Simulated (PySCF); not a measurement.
# C3H6FN, SMILES `FC1CNC1`: electronic structure

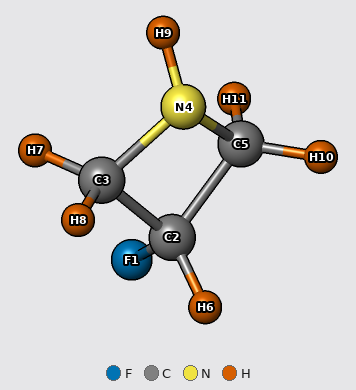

The molecule, with its atoms numbered as below. No frequency check shows the geometry to be a minimum.

Coordinates in Å:

```
F1      -1.7339   -0.0001    0.2786
C2      -0.5628    0.0000   -0.4338
C3       0.4634   -1.0534   -0.0062
N4       1.4830    0.0000    0.0487
C5       0.4633    1.0534   -0.0061
H6      -0.8301    0.0002   -1.4918
H7       0.1998   -1.5050    0.9554
H8       0.6955   -1.8366   -0.7288
H9       2.0804   -0.0003    0.8671
H10      0.6955    1.8367   -0.7287
H11      0.1997    1.5050    0.9555
```

### 1. Bonding charge

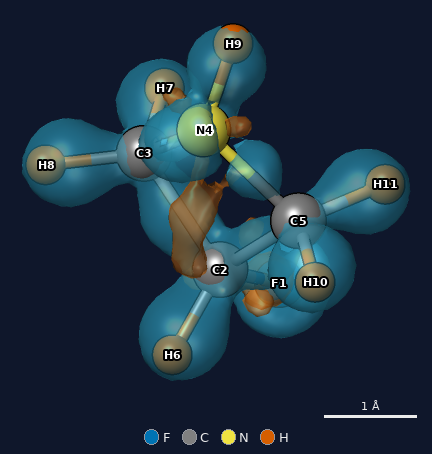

Deformation density (molecule less spherical, spin-averaged free atoms at the same positions), surfaces at ±0.17 e/Å³; light blue: gain, orange: loss.

Computed with PySCF, B3LYP/def2-SVP, geometry: GFN2-xTB.

How much density has each bond gained at its critical point, relative to the free atoms?

Answer. N4–H9: +0.81 e/Å³ at the bond critical point (bond length 1.01 Å, Mayer order 0.9). C2–H6: +0.77 e/Å³ at the bond critical point (bond length 1.09 Å, Mayer order 0.9). C3–H8 and C5–H10: +0.72 e/Å³ at the bond critical point (bond length 1.09 Å, Mayer order 0.9). C3–H7 and C5–H11: +0.69 e/Å³ at the bond critical point (bond length 1.09 Å, Mayer order 0.9). C2–C5 and C2–C3: +0.52 e/Å³ at the bond critical point (bond length 1.53 Å, Mayer order 1.1). C3–N4 and N4–C5: +0.35 e/Å³ at the bond critical point (bond length 1.47 Å, Mayer order 1.1). F1–C2: −0.06 e/Å³ at the bond critical point (bond length 1.37 Å, Mayer order 1.0); up to 0.6 Å beside the axis the gain reaches +0.19 e/Å³. In all, 2.5 electrons gather in the regions of gain relative to the promolecule. A small or negative value marks a very polar bond, one between electron-rich atoms, whose free-atom densities already overlap strongly, a long bond to a heavier atom, or a closed-shell contact such as a hydrogen bond.

Where do the Hirshfeld charges lie?

Answer. The highest Hirshfeld charge is on H9 (+0.11 e), the lowest on N4 (−0.17 e).

```json
{"atom": "F1", "charge (e)": "−0.12"}
{"atom": "C2", "charge (e)": "+0.07"}
{"atom": "C3", "charge (e)": "−0.03"}
{"atom": "N4", "charge (e)": "−0.17"}
{"atom": "C5", "charge (e)": "−0.03"}
{"atom": "H6", "charge (e)": "+0.04"}
{"atom": "H7", "charge (e)": "+0.03"}
{"atom": "H8", "charge (e)": "+0.03"}
{"atom": "H9", "charge (e)": "+0.11"}
{"atom": "H10", "charge (e)": "+0.03"}
{"atom": "H11", "charge (e)": "+0.03"}
```

### 2. Bond critical points

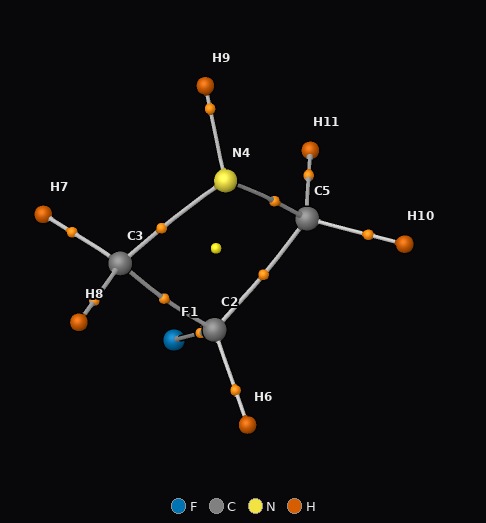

Molecular graph of the electron density (QTAIM): bond paths, bond critical points (orange), ring points (yellow, if any); weak paths are dashed.

How many critical points of each kind are there, and does the count close?

Answer. 11 nuclei, 11 bond, 1 ring and 0 cage critical points: 11 − 11 + 1 − 0 = 1, as the Poincaré–Hopf relation requires.

Tabulate density, Laplacian, ellipticity and energy density at the bond critical points (atomic units).

Answer.
```json
{"bond": "N4–H9", "length (Å)": "1.013", "ρ (a.u.)": "0.336", "∇²ρ (a.u.)": "−1.53", "ε": "0.05", "H (a.u.)": "−0.437"}
{"bond": "C2–H6", "length (Å)": "1.091", "ρ (a.u.)": "0.287", "∇²ρ (a.u.)": "−1.11", "ε": "0.05", "H (a.u.)": "−0.314"}
{"bond": "C3–H8 (2 alike)", "length (Å)": "1.091", "ρ (a.u.)": "0.281", "∇²ρ (a.u.)": "−1.05", "ε": "0.03", "H (a.u.)": "−0.303"}
{"bond": "C3–H7 (2 alike)", "length (Å)": "1.095", "ρ (a.u.)": "0.277", "∇²ρ (a.u.)": "−1.02", "ε": "0.02", "H (a.u.)": "−0.296"}
{"bond": "C3–N4 (2 alike)", "length (Å)": "1.467", "ρ (a.u.)": "0.269", "∇²ρ (a.u.)": "−0.72", "ε": "0.04", "H (a.u.)": "−0.290"}
{"bond": "C2–C5 (2 alike)", "length (Å)": "1.532", "ρ (a.u.)": "0.253", "∇²ρ (a.u.)": "−0.61", "ε": "0.04", "H (a.u.)": "−0.207"}
{"bond": "F1–C2", "length (Å)": "1.371", "ρ (a.u.)": "0.240", "∇²ρ (a.u.)": "+0.03", "ε": "0.03", "H (a.u.)": "−0.331"}
```

What kind of interaction is C2–H6?

Answer. Shared-shell (covalent): ρ = 0.287, ∇²ρ = −1.11, H = −0.314 a.u.

### 3. Local ionisation energy

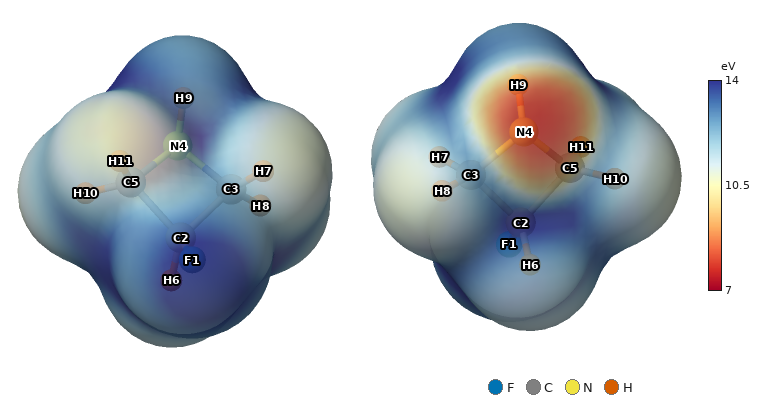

Average local ionisation energy on the surface of electron density 0.001 a.u. (back view left, front view right).

Where are the most loosely bound electrons on this surface?

Answer. The lowest value is 7.7 eV, 1.9 Å from N4. Further minima include 10.7 eV, 1.4 Å from H11, and at like points elsewhere; 11.3 eV, 1.4 Å from H6. For comparison, the highest occupied orbital lies at −6.3 eV.

What volume does the surface enclose, and what is the dipole moment?

Answer. About 93 Å³; the dipole moment is 0.9 D.

### 4. Excited states

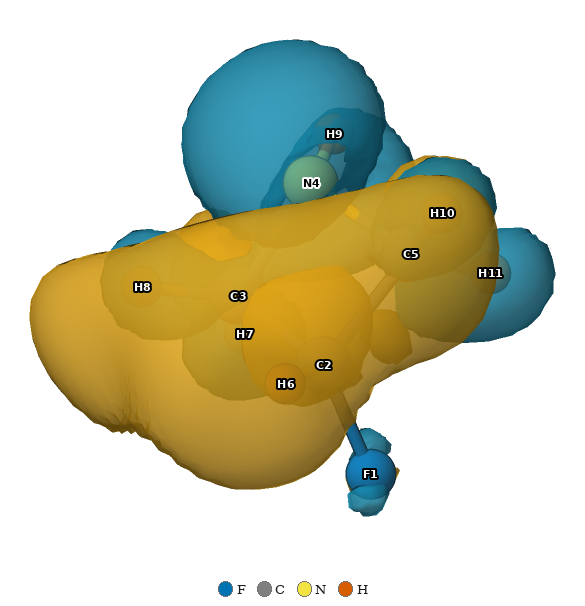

Unrelaxed difference density of S₂ less the ground state (TDA singlet states), ±0.01 e/Å³; yellow: gain, teal: loss.

Method: M06-2X/def2-SVPD; geometry: GFN2-xTB; program: PySCF.

How does the charge move on excitation?

Answer. 0.86 e is displaced in all, largely into diffuse regions outside the molecule. The state: 7.16 eV (173 nm), f = 0.010, diffuse (Rydberg-like) orbital; the leading pair carries 100 %; hole on N4 (59 %), C3 and C5 (9 % each) and H9 (5 %), electron on H6 (22 %), H8 and H10 (13 % each) and C2 (12 %) (atom shares of so diffuse an orbital are rough); their centroids lie 2.0 Å apart.

### 5. Localised orbitals

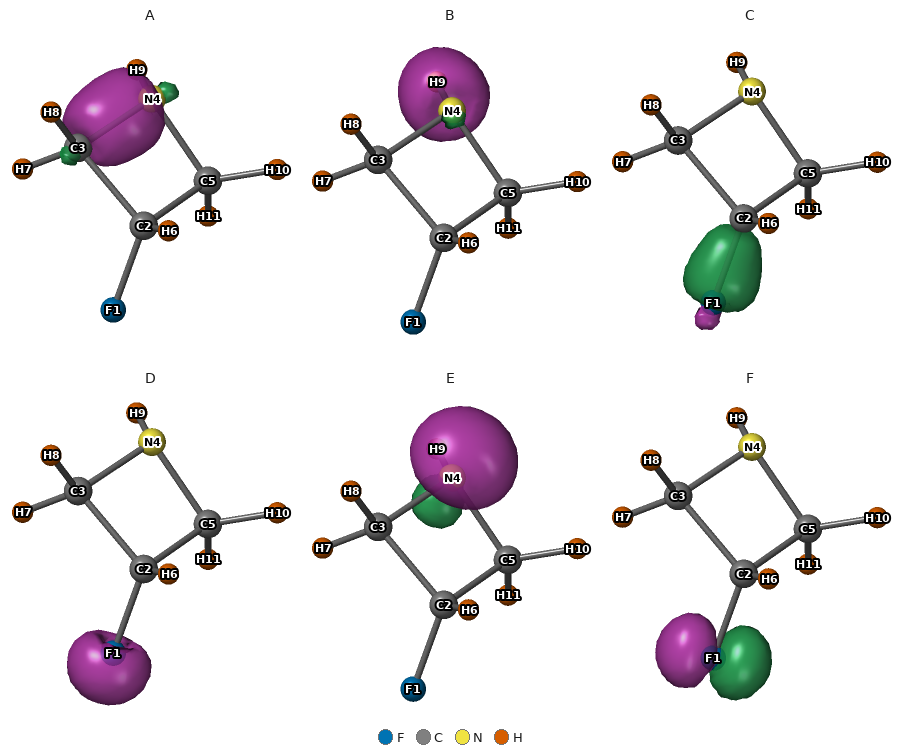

Pipek–Mezey orbitals, occupied; each surface holds about 70 % of the orbital's density. Energies are diagonal elements of the Fock matrix.

Computed with PySCF, BLYP/def2-TZVP, geometry: GFN2-xTB.

Identify each orbital.

Answer. By panel:
- A: σ bond N4–C3 (N4 56 %, C3 43 %; −14.4 eV)
- B: σ bond N4–H9 (N4 61 %, H9 39 %; −14.7 eV)
- C: σ bond F1–C2 (F1 69 %, C2 30 %; −20.7 eV)
- D: lone pair on F1 (s-type) (F1 100 %; −21.7 eV)
- E: lone pair on N4 (sp3.5-type) (N4 96 %; −6.8 eV)
- F: lone pair on F1 (p-type) (F1 98 %; −9.4 eV)

Which has the smallest and which the largest spatial spread?

Answer. Smallest: D (0.59 Å); largest: E (0.95 Å).

How do all the valence pairs divide up?

Answer. 15 pairs: 11 σ bonds and 4 lone pairs.

### 6. Magnetic shielding

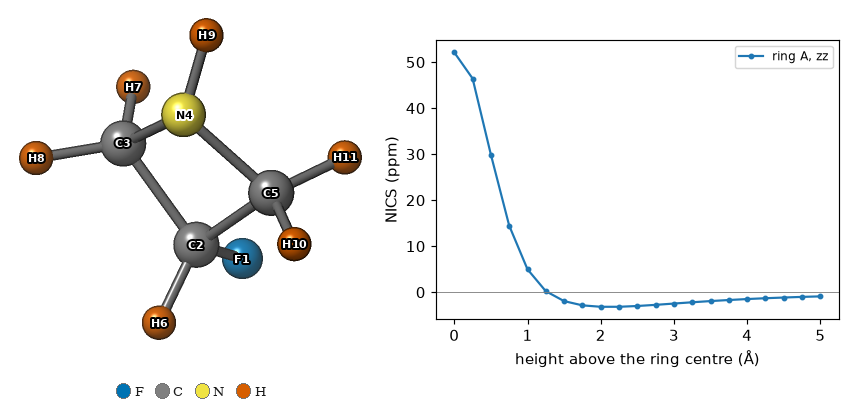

GIAO NICS scans along the ring normals; ring A: 4-membered ring C2/C3/N4/C5.

Level of theory: CAM-B3LYP/6-311+G** (PySCF), at a geometry from GFN2-xTB.

What does each scan say about the ring current?

Answer. Ring A is neither clearly shielded nor deshielded above its centre; its σ bonds alone give such values, so they don't measure π aromaticity: NICSzz reaches +52.2 ppm at 0.00 Å; NICS(0) = −1.2, NICS(1) = +1.4 and −1.5, NICS(1)zz = +5.0 and −1.5 (two faces) ppm.

The PySCF runs shown took 23 s, 18 min, 60 s and 5.3 min on 1 thread of Intel(R) Xeon(R) Processor @ 2.50GHz (Skylake/Cascade Lake) (shared host).
